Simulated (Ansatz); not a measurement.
# CH3AlClFSi: single points with varied inputs

How do the results and run time of CH3AlClFSi respond when the settings are drawn wide?

Method: the settings change from run to run; program: Ansatz 0.2.0, Gaussian basis.

**1. The molecule**

The structure was relaxed beforehand with PBE0-D4 in a triple-zeta def2 set.

SMILES `[F][Al]1[CH2][SiH]1Cl`, 8 atoms, charge 0, spin multiplicity 1.

Atoms are counted from 1 here; the program's logs count them from 0.

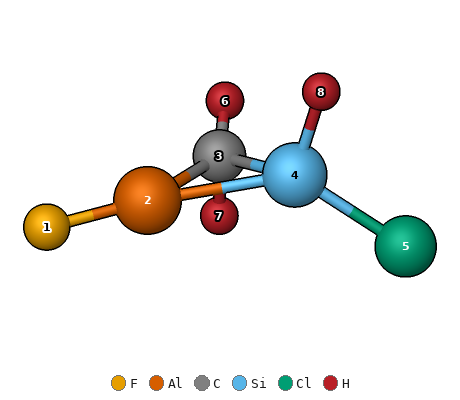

The structure; fluorine amber, aluminium orange, carbon grey, silicon blue, chlorine teal, hydrogen red; atoms are numbered from 1 in the order of the file.

Geometry (Å):

```
F    -1.1768   -1.9950    2.1274
Al   -0.6573   -1.0374    0.8987
C     0.7784    0.1953    0.4665
Si   -0.3652    0.1645   -1.0565
Cl   -1.0519    1.9440   -1.8374
H     1.8643    0.2367    0.3975
H     0.4369    1.0187    1.1240
H     0.2638   -0.5838   -2.1758
```

**2. PBE/def2-TZVP**

This run has atoms shaken by 0.15 Å.

File in.yaml:

```yaml
crystal:
  periodic: [false, false, false]
  atoms:
    - {symbol: F, position_ang: [-1.235590, -2.037743, 2.401141]}
    - {symbol: Al, position_ang: [-0.510233, -1.005709, 1.040464]}
    - {symbol: C, position_ang: [0.718506, 0.147658, 0.500287]}
    - {symbol: Si, position_ang: [-0.126121, 0.323317, -1.088285]}
    - {symbol: Cl, position_ang: [-1.038461, 1.958831, -1.786922]}
    - {symbol: H, position_ang: [1.889816, 0.314783, 0.328365]}
    - {symbol: H, position_ang: [0.528260, 1.212209, 1.092048]}
    - {symbol: H, position_ang: [0.253979, -0.441370, -2.219195]}
basis:
  gaussian: {orbitals: def2-TZVP}
hamiltonian: {xc: {name: PBE}}
output: {forces: true}
```

Started as:

```
$ ansatz run in.yaml --threads 2 --pin off --events-out ev --progress --plain --max-ram 4352MiB
```

Standard output, cut to the lines that bear on the results:

```text
Functional definition: PBE
  name "PBE"
  cite "Perdew, Burke & Ernzerhof, Phys. Rev. Lett. 77, 3865 (1996) doi:10.1103/PhysRevLett.77.3865"
  parent pbe
[...]
1235 factors; their error is unknown
[...]
mean field -30785.98374296 eV, -1131.3640350646 hartree, gradient 5.7e-5 eV, S^2 0.000000; 0 other end points of the search recorded, 0 dependent functions left out
[...]
reference -30785.98378850 eV, -1131.3640367380 hartree; 31, 31 occupied and 160, 160 virtual orbitals, 1235 factors
Total energy: -30785.98378850 eV, -1131.3640367380 hartree
Atom 0 at    -1.235590    -2.037743     2.401141 Å, force     1.481460     1.685413    -1.903446 eV/Å
Atom 1 at    -0.510233    -1.005709     1.040464 Å, force    -4.326600    -3.298082     1.389163 eV/Å
Atom 2 at     0.718506     0.147658     0.500287 Å, force     6.586167     5.521617     1.213504 eV/Å
Atom 3 at    -0.126121     0.323317    -1.088285 Å, force    -2.795168    -1.771801     0.905705 eV/Å
Atom 4 at    -1.038461     1.958831    -1.786922 Å, force    -0.227274     1.267566    -0.308182 eV/Å
Atom 5 at     1.889816     0.314783     0.328365 Å, force    -1.608980    -0.573568     0.731029 eV/Å
Atom 6 at     0.528260     1.212209     1.092048 Å, force     0.008147    -2.193849    -0.970003 eV/Å
Atom 7 at     0.253979    -0.441370    -2.219195 Å, force     0.882248    -0.637296    -1.057769 eV/Å
Dipole moment:     0.603031     0.340420    -0.148524 e Å
```

It took 1.3 s on 2 threads of AMD EPYC 9R45, shared host.

Largest force 8.680 eV/Å, dipole 3.40 D.

**3. RPA/x2c-TZVPPall**

This run has atoms shaken by 0.15 Å, a point charge of 2.00 e beside it, relativity set to none.

File in.yaml:

```yaml
crystal:
  periodic: [false, false, false]
  atoms:
    - {symbol: F, position_ang: [-1.192201, -2.041949, 2.050258]}
    - {symbol: Al, position_ang: [-0.355485, -1.113875, 0.886670]}
    - {symbol: C, position_ang: [0.960897, 0.193064, 0.546057]}
    - {symbol: Si, position_ang: [-0.506034, 0.138066, -0.864731]}
    - {symbol: Cl, position_ang: [-0.896383, 2.115687, -1.616724]}
    - {symbol: H, position_ang: [1.911258, 0.284290, 0.194492]}
    - {symbol: H, position_ang: [0.242084, 0.961374, 1.161014]}
    - {symbol: H, position_ang: [0.101070, -0.568965, -2.291529]}
basis:
  gaussian: {orbitals: x2c-TZVPPall, point_charges: [{charge: 2.00, position_ang: [4.933, -0.856, 0.065]}]}
hamiltonian: {xc: {name: PBE}, pseudopotentials: {relativity: none}}
correlation: {method: rpa}
```

Launched as before.

Standard output, cut to the lines that bear on the results:

```text
Functional definition: PBE
  name "PBE"
  cite "Perdew, Burke & Ernzerhof, Phys. Rev. Lett. 77, 3865 (1996) doi:10.1103/PhysRevLett.77.3865"
  parent pbe
[...]
1371 factors; integrals over basis functions are off by at most 9.1e-4 eV
[...]
mean field -30776.19705124 eV, -1131.0043807776 hartree, gradient 2.4e-6 eV, S^2 0.000000; 0 other end points of the search recorded, 0 dependent functions left out
17 core orbitals not correlated: weight in the atoms' cores, before any rotation towards them, 1.000 or more for the frozen orbitals, at most 0.000 for the correlated occupied ones
reference -30722.63267646 eV, -1129.0359263117 hartree; 14, 14 occupied and 199, 199 virtual orbitals, 1371 factors
WARN: the results are in doubt because the basis set is contracted for relativity, which is off
Total energy: -30758.53708056 eV, -1130.3553888252 hartree
In doubt: the basis set is contracted for relativity, which is off
```

Run time: 3 s. Hardware: 2 threads of AMD EPYC 9R45, shared host; peak memory 0.48 GiB.

**4. B3LYP5/cc-pVDZ**

Set apart from the defaults: unrestricted orbitals, density fitting with def2-universal-jkfit, relativity set to none.

File in.yaml:

```yaml
crystal:
  periodic: [false, false, false]
  atoms:
    - {symbol: F, position_ang: [-1.176762, -1.995017, 2.127377]}
    - {symbol: Al, position_ang: [-0.657258, -1.037435, 0.898657]}
    - {symbol: C, position_ang: [0.778401, 0.195304, 0.466493]}
    - {symbol: Si, position_ang: [-0.365179, 0.164548, -1.056514]}
    - {symbol: Cl, position_ang: [-1.051939, 1.944042, -1.837444]}
    - {symbol: H, position_ang: [1.864262, 0.236719, 0.397467]}
    - {symbol: H, position_ang: [0.436920, 1.018678, 1.123999]}
    - {symbol: H, position_ang: [0.263755, -0.583840, -2.175835]}
basis:
  gaussian: {orbitals: cc-pVDZ, fitting: {mean_field: def2-universal-jkfit}}
magnetization: {spin_polarized: true, initial_magnetization: 0}
hamiltonian: {xc: {name: B3LYP5}, pseudopotentials: {relativity: none}}
```

Launched as before.

Standard output, cut to the lines that bear on the results:

```text
Functional definition: B3LYP5
  name "B3LYP5"
  cite "Stephens, Devlin, Chabalowski & Frisch, J. Phys. Chem. 98, 11623 (1994) doi:10.1021/j100096a001"
  cite "Becke, Phys. Rev. A 38, 3098 (1988) doi:10.1103/PhysRevA.38.3098"
  cite "Lee, Yang & Parr, Phys. Rev. B 37, 785 (1988) doi:10.1103/PhysRevB.37.785"
  cite "Vosko, Wilk & Nusair, Can. J. Phys. 58, 1200 (1980) doi:10.1139/p80-159"
[...]
590 factors; integrals over basis functions are off by at most 3.2e-1 eV
[...]
mean field -30796.82746318 eV, -1131.7625344324 hartree, gradient 7.5e-5 eV, S^2 0.000000; 0 other end points of the search recorded, 0 dependent functions left out
reference -30796.82772918 eV, -1131.7625442076 hartree; 31, 31 occupied and 66, 66 virtual orbitals, 590 factors
Total energy: -30796.82772918 eV, -1131.7625442076 hartree
```

It took 1.1 s on 2 threads of AMD EPYC 9R45, shared host.

⟨S²⟩ 0.000.

**5. SPW92/ANO-RCC-VTZP**

Options: charge +1, multiplicity 2, restricted open-shell orbitals.

in.yaml, as its differences from that of step 4:

```diff
@@ -12,4 +12,5 @@
 basis:
-  gaussian: {orbitals: cc-pVDZ, fitting: {mean_field: def2-universal-jkfit}}
-magnetization: {spin_polarized: true, initial_magnetization: 0}
-hamiltonian: {xc: {name: B3LYP5}, pseudopotentials: {relativity: none}}
+  gaussian: {orbitals: ANO-RCC-VTZP}
+total_charge: 1
+magnetization: {spin_polarized: false, initial_magnetization: 1}
+hamiltonian: {xc: {name: SPW92}}
```

Same command.

Standard output:

```text
Functional definition: SPW92
  name "SPW92"
  cite "Dirac, Proc. Camb. Phil. Soc. 26, 376 (1930) doi:10.1017/S0305004100016108"
  cite "Slater, Phys. Rev. 81, 385 (1951) doi:10.1103/PhysRev.81.385"
  cite "Perdew & Wang, Phys. Rev. B 45, 13244 (1992) doi:10.1103/PhysRevB.45.13244"
  exchange = slater_x
  correlation = pw_c
1626 factors; their error is unknown
mean field evaluation 1: about -30714.3878 eV, gradient 1.1e2 eV
mean field evaluation 2: about -30566.8088 eV, gradient 2.5e2 eV
mean field evaluation 4: about -30733.5701 eV, gradient 4.0e1 eV
mean field evaluation 8: about -30737.6626 eV, gradient 5.1e-1 eV
mean field evaluation 16: about -30737.6269 eV, gradient 4.2e-4 eV
mean field evaluation 32: about -30737.2192 eV, gradient 2.0e0 eV
mean field evaluation 64: about -30706.3237 eV, gradient 5.1e1 eV
mean field -30737.62688661 eV, -1129.5869533712 hartree, gradient 4.1e-5 eV, S^2 0.750000; 3 other end points of the search recorded, 0 dependent functions left out
reference -30737.62695274 eV, -1129.5869558013 hartree; 31, 30 occupied and 173, 174 virtual orbitals, 1626 factors
Total energy: -30737.62695274 eV, -1129.5869558013 hartree
Relativity: scalar
```

It took 4.7 s on 2 threads of AMD EPYC 9R45, shared host; peak memory 0.6 GiB.

**6. BLYP/def2-TZVPP**

Set apart from the defaults: coordinates scaled by 1.25, density fitting with cc-pVTZ-jkfit.

File in.yaml:

```yaml
crystal:
  periodic: [false, false, false]
  atoms:
    - {symbol: F, position_ang: [-1.470952, -2.493771, 2.659221]}
    - {symbol: Al, position_ang: [-0.821572, -1.296794, 1.123321]}
    - {symbol: C, position_ang: [0.973001, 0.244130, 0.583116]}
    - {symbol: Si, position_ang: [-0.456474, 0.205685, -1.320642]}
    - {symbol: Cl, position_ang: [-1.314923, 2.430052, -2.296804]}
    - {symbol: H, position_ang: [2.330327, 0.295899, 0.496834]}
    - {symbol: H, position_ang: [0.546150, 1.273348, 1.404999]}
    - {symbol: H, position_ang: [0.329694, -0.729800, -2.719793]}
basis:
  gaussian: {orbitals: def2-TZVPP, fitting: {mean_field: cc-pVTZ-jkfit}}
hamiltonian: {xc: {name: BLYP}}
```

The command is unchanged.

Standard output:

```text
Functional definition: BLYP
  name "BLYP"
  cite "Becke, Phys. Rev. A 38, 3098 (1988) doi:10.1103/PhysRevA.38.3098"
  cite "Lee, Yang & Parr, Phys. Rev. B 37, 785 (1988) doi:10.1103/PhysRevB.37.785"
  parameter beta = 0.0042
  parameter a = 0.04918
  parameter b = 0.132
  parameter c = 0.2533
  parameter d = 0.349
  exchange = b88_x(beta = beta)
  correlation = lyp_c(a = a, b = b, c = c, d = d)
611 factors; integrals over basis functions are off by at most 1.4e0 eV
mean field evaluation 1: about -30781.9115 eV, gradient 8.1e1 eV
mean field evaluation 2: about -30596.4333 eV, gradient 2.6e2 eV
mean field evaluation 4: about -30788.4901 eV, gradient 6.3e1 eV
mean field evaluation 8: about -30798.2319 eV, gradient 4.7e0 eV
mean field evaluation 16: about -30798.3110 eV, gradient 1.6e-3 eV
mean field -30798.31104793 eV, -1131.8170551663 hartree, gradient 7.6e-5 eV, S^2 0.000000; 0 other end points of the search recorded, 0 dependent functions left out
reference -30798.31147452 eV, -1131.8170708432 hartree; 31, 31 occupied and 199, 199 virtual orbitals, 611 factors
Total energy: -30798.31147452 eV, -1131.8170708432 hartree
```

It took 1.1 s on 2 threads of AMD EPYC 9R45, shared host; peak memory 0.26 GiB.

**7. SPW92/6-31++G****

Options: the search for lower states set to full.

File in.yaml:

```yaml
crystal:
  periodic: [false, false, false]
  atoms:
    - {symbol: F, position_ang: [-1.176762, -1.995017, 2.127377]}
    - {symbol: Al, position_ang: [-0.657258, -1.037435, 0.898657]}
    - {symbol: C, position_ang: [0.778401, 0.195304, 0.466493]}
    - {symbol: Si, position_ang: [-0.365179, 0.164548, -1.056514]}
    - {symbol: Cl, position_ang: [-1.051939, 1.944042, -1.837444]}
    - {symbol: H, position_ang: [1.864262, 0.236719, 0.397467]}
    - {symbol: H, position_ang: [0.436920, 1.018678, 1.123999]}
    - {symbol: H, position_ang: [0.263755, -0.583840, -2.175835]}
basis:
  gaussian: {orbitals: "6-31++G**"}
hamiltonian: {xc: {name: SPW92}}
scf: {lower_state_search: full}
output: {forces: true}
```

The command is unchanged.

Standard output, cut to the lines that bear on the results:

```text
Functional definition: SPW92
  name "SPW92"
  cite "Dirac, Proc. Camb. Phil. Soc. 26, 376 (1930) doi:10.1017/S0305004100016108"
  cite "Slater, Phys. Rev. 81, 385 (1951) doi:10.1103/PhysRev.81.385"
  cite "Perdew & Wang, Phys. Rev. B 45, 13244 (1992) doi:10.1103/PhysRevB.45.13244"
[...]
1226 factors; their error is unknown
[...]
mean field -30673.00440119 eV, -1127.2121208346 hartree, gradient 1.3e-5 eV, S^2 0.000000; 0 other end points of the search recorded, 0 dependent functions left out
[...]
reference -30673.00448468 eV, -1127.2121239027 hartree; 31, 31 occupied and 94, 94 virtual orbitals, 1226 factors
Total energy: -30673.00448468 eV, -1127.2121239027 hartree
Atom 0 at    -1.176762    -1.995017     2.127377 Å, force    -0.197086    -0.381145     0.513140 eV/Å
Atom 1 at    -0.657258    -1.037435     0.898657 Å, force     0.137406     0.279841    -0.428044 eV/Å
Atom 2 at     0.778401     0.195304     0.466493 Å, force    -0.273028    -0.188187    -0.143137 eV/Å
Atom 3 at    -0.365179     0.164548    -1.056514 Å, force    -0.102716    -0.042104     0.146566 eV/Å
Atom 4 at    -1.051939     1.944042    -1.837444 Å, force    -0.054836     0.207626    -0.092155 eV/Å
Atom 5 at     1.864262     0.236719     0.397467 Å, force     0.472849     0.011381    -0.037157 eV/Å
Atom 6 at     0.436920     1.018678     1.123999 Å, force    -0.104340     0.244796     0.236149 eV/Å
Atom 7 at     0.263755    -0.583840    -2.175835 Å, force     0.121751    -0.132209    -0.195362 eV/Å
Dipole moment:     0.254441    -0.093617     0.092705 e Å
```

It took 0.8 s on 2 threads of AMD EPYC 9R45, shared host.

Largest force 0.669 eV/Å, dipole 1.38 D.

**8. B97/6-31G**

Options: the search for lower states set to off.

in.yaml, as its differences from that of step 7:

```diff
@@ -12,5 +12,4 @@
 basis:
-  gaussian: {orbitals: "6-31++G**"}
-hamiltonian: {xc: {name: SPW92}}
-scf: {lower_state_search: full}
-output: {forces: true}
+  gaussian: {orbitals: 6-31G}
+hamiltonian: {xc: {name: B97}}
+scf: {lower_state_search: off}
```

Launched as before.

Standard output, cut to the lines that bear on the results:

```text
Functional definition: B97
  name "B97"
  cite "Becke, J. Chem. Phys. 107, 8554 (1997) doi:10.1063/1.475007"
[...]
      + integral(e_c_pw_opposite_spin*poly(b97_u_opposite, cos0, cos1, cos2))
[...]
721 factors; integrals over basis functions are off by at most 2.2e-4 eV
[...]
mean field -30792.79710559 eV, -1131.6144215231 hartree, gradient 4.5e-6 eV, S^2 0.000000; 0 other end points of the search recorded, 0 dependent functions left out
reference -30792.79713446 eV, -1131.6144225838 hartree; 31, 31 occupied and 32, 32 virtual orbitals, 721 factors
Total energy: -30792.79713446 eV, -1131.6144225838 hartree
Checks for a lower state left out: stability, starts, cluster_reference, orbital_swaps, neighbouring_geometries, increment
```

It took 0.8 s on 2 threads of AMD EPYC 9R45, shared host.

**9. PBEsol/6-31G***

This run has atoms shaken by 0.15 Å, D3(BJ) dispersion, the search for lower states set to full.

File in.yaml:

```yaml
crystal:
  periodic: [false, false, false]
  atoms:
    - {symbol: F, position_ang: [-1.412422, -2.016297, 2.007350]}
    - {symbol: Al, position_ang: [-0.609621, -0.970904, 0.995235]}
    - {symbol: C, position_ang: [0.716844, 0.141213, 0.661231]}
    - {symbol: Si, position_ang: [-0.686318, 0.178676, -1.270982]}
    - {symbol: Cl, position_ang: [-0.828659, 1.994810, -1.789417]}
    - {symbol: H, position_ang: [2.104384, 0.256163, 0.255589]}
    - {symbol: H, position_ang: [0.551825, 1.017201, 1.140135]}
    - {symbol: H, position_ang: [0.618870, -0.253774, -2.597633]}
basis:
  gaussian: {orbitals: "6-31G*"}
hamiltonian: {xc: {name: PBEsol}, dispersion: d3bj}
scf: {lower_state_search: full}
output: {forces: true}
```

The command is unchanged.

Standard output, cut to the lines that bear on the results:

```text
Functional definition: PBEsol
  name "PBEsol"
  cite "Perdew et al., Phys. Rev. Lett. 100, 136406 (2008) doi:10.1103/PhysRevLett.100.136406"
  cite "Perdew, Burke & Ernzerhof, Phys. Rev. Lett. 77, 3865 (1996) doi:10.1103/PhysRevLett.77.3865"
  parent pbesol
[...]
1056 factors; their error is unknown
[...]
mean field -30721.04524481 eV, -1128.9775892745 hartree, gradient 2.6e-5 eV, S^2 0.000000; 0 other end points of the search recorded, 0 dependent functions left out
[...]
reference -30721.04528878 eV, -1128.9775908901 hartree; 31, 31 occupied and 62, 62 virtual orbitals, 1056 factors
Total energy: -30721.15393312 eV, -1128.9815834961 hartree
Atom 0 at    -1.412422    -2.016297     2.007350 Å, force    -0.012652     0.106429    -0.107970 eV/Å
Atom 1 at    -0.609621    -0.970904     0.995235 Å, force    -1.786959    -1.693708    -0.305041 eV/Å
Atom 2 at     0.716844     0.141213     0.661231 Å, force     5.932940    -1.104712    -4.868771 eV/Å
Atom 3 at    -0.686318     0.178676    -1.270982 Å, force     3.568333    -5.123571     1.063617 eV/Å
Atom 4 at    -0.828659     1.994810    -1.789417 Å, force    -0.905231     4.770884    -1.058495 eV/Å
Atom 5 at     2.104384     0.256163     0.255589 Å, force    -4.255898    -0.759868     1.446218 eV/Å
Atom 6 at     0.551825     1.017201     1.140135 Å, force    -0.651122     3.753672     1.905978 eV/Å
Atom 7 at     0.618870    -0.253774    -2.597633 Å, force    -1.889411     0.050873     1.924464 eV/Å
Dipole moment:     0.033613     0.070504     0.203279 e Å
```

It took 0.75 s on 2 threads of AMD EPYC 9R45, shared host.

Largest force 7.754 eV/Å, dipole 1.05 D.

**10. B3LYP5/def2-TZVPP**

Set apart from the defaults: atoms shaken by 0.15 Å, finite nuclei, a point charge of 2.00 e beside it, high accuracy.

File in.yaml:

```yaml
crystal:
  periodic: [false, false, false]
  atoms:
    - {symbol: F, position_ang: [-1.067784, -1.893839, 2.746479]}
    - {symbol: Al, position_ang: [-0.494761, -0.892850, 0.888149]}
    - {symbol: C, position_ang: [0.986042, 0.229742, 0.378770]}
    - {symbol: Si, position_ang: [-0.412602, 0.519906, -0.877796]}
    - {symbol: Cl, position_ang: [-1.068437, 2.072433, -1.645288]}
    - {symbol: H, position_ang: [1.959746, 0.234158, 0.580533]}
    - {symbol: H, position_ang: [0.393068, 0.976774, 1.347476]}
    - {symbol: H, position_ang: [0.029243, -0.624454, -2.242233]}
basis:
  gaussian: {orbitals: def2-TZVPP, nuclear_model: gaussian, point_charges: [{charge: 2.00, position_ang: [6.589, -0.117, 0.943]}]}
hamiltonian: {xc: {name: B3LYP5}}
accuracy: high
output: {forces: true}
```

Same command.

Standard output, cut to the lines that bear on the results:

```text
Functional definition: B3LYP5
  name "B3LYP5"
  cite "Stephens, Devlin, Chabalowski & Frisch, J. Phys. Chem. 98, 11623 (1994) doi:10.1021/j100096a001"
  cite "Becke, Phys. Rev. A 38, 3098 (1988) doi:10.1103/PhysRevA.38.3098"
  cite "Lee, Yang & Parr, Phys. Rev. B 37, 785 (1988) doi:10.1103/PhysRevB.37.785"
  cite "Vosko, Wilk & Nusair, Can. J. Phys. 58, 1200 (1980) doi:10.1139/p80-159"
[...]
3773 factors; integrals over basis functions are off by at most 4.2e-8 eV
[...]
mean field -30795.73528921 eV, -1131.7223977793 hartree, gradient 2.2e-8 eV, S^2 0.000000; 0 other end points of the search recorded, 0 dependent functions left out
[...]
reference -30795.73533278 eV, -1131.7223993806 hartree; 31, 31 occupied and 199, 199 virtual orbitals, 3773 factors
Total energy: -30795.73533278 eV, -1131.7223993806 hartree
Atom 0 at    -1.067784    -1.893839     2.746479 Å, force     1.335423     1.871171    -3.688854 eV/Å
Atom 1 at    -0.494761    -0.892850     0.888149 Å, force    -1.879130    -2.071496     4.146906 eV/Å
Atom 2 at     0.986042     0.229742     0.378770 Å, force    -5.594774     1.478017     2.536641 eV/Å
Atom 3 at    -0.412602     0.519906    -0.877796 Å, force     2.364238    -6.508564    -1.245981 eV/Å
Atom 4 at    -1.068437     2.072433    -1.645288 Å, force    -1.652061     4.554545    -1.927223 eV/Å
Atom 5 at     1.959746     0.234158     0.580533 Å, force     4.255268     0.590206     0.199121 eV/Å
Atom 6 at     0.393068     0.976774     1.347476 Å, force     1.785834    -1.714003    -2.025434 eV/Å
Atom 7 at     0.029243    -0.624454    -2.242233 Å, force    -0.586886     1.809240     1.993481 eV/Å
Dipole moment:    -0.186145     0.475407    -0.598305 e Å
```

Run time: 12 s. Hardware: 2 threads of AMD EPYC 9R45, shared host; peak memory 1.4 GiB.

Largest force 7.036 eV/Å, dipole 3.78 D.

**11. The runs in one table**

```
             level  charge  multiplicity              geometry  functions  energy (eV)    time
     PBE/def2-TZVP       0             1                shaken        191   -30785.984   1.3 s
  RPA/x2c-TZVPPall       0             1  shaken, point charge        230   -30758.537     3 s
    B3LYP5/cc-pVDZ       0             1               relaxed         97   -30796.828   1.1 s
SPW92/ANO-RCC-VTZP       1             2               relaxed        204   -30737.627   4.7 s
   BLYP/def2-TZVPP       0             1                scaled        230   -30798.311   1.1 s
   SPW92/6-31++G**       0             1               relaxed        125   -30673.004   0.8 s
         B97/6-31G       0             1               relaxed         63   -30792.797   0.8 s
     PBEsol/6-31G*       0             1                shaken         93   -30721.154  0.75 s
 B3LYP5/def2-TZVPP       0             1  shaken, point charge        230   -30795.735    12 s
```

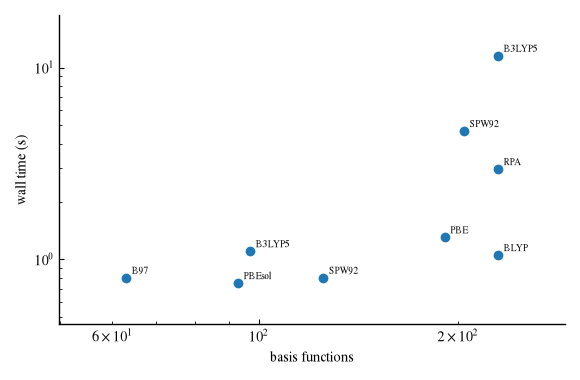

Wall time against the number of basis functions (shared host).

**12. Outcome**

| quantity | value |
| --- | --- |
| runs | 9 |
| quickest | PBEsol/6-31G*, 0.75 s |
| slowest | B3LYP5/def2-TZVPP, 12 s |
| spread of total energies, same state and geometry | 123.8 eV |

Run time spans a factor of 15, from PBEsol/6-31G* to B3LYP5/def2-TZVPP. The jobs differ in tasks and options as well as level. Total energies at one charge and spin differ by 124 eV between levels, so only differences within one level mean anything. At the PBE0-D4/def2-TZVP geometry and in the same state, runs without warnings or point charges leave forces up to 0.67 eV/Å (SPW92/6-31++G**), against 8.7 eV/Å where the atoms were moved.
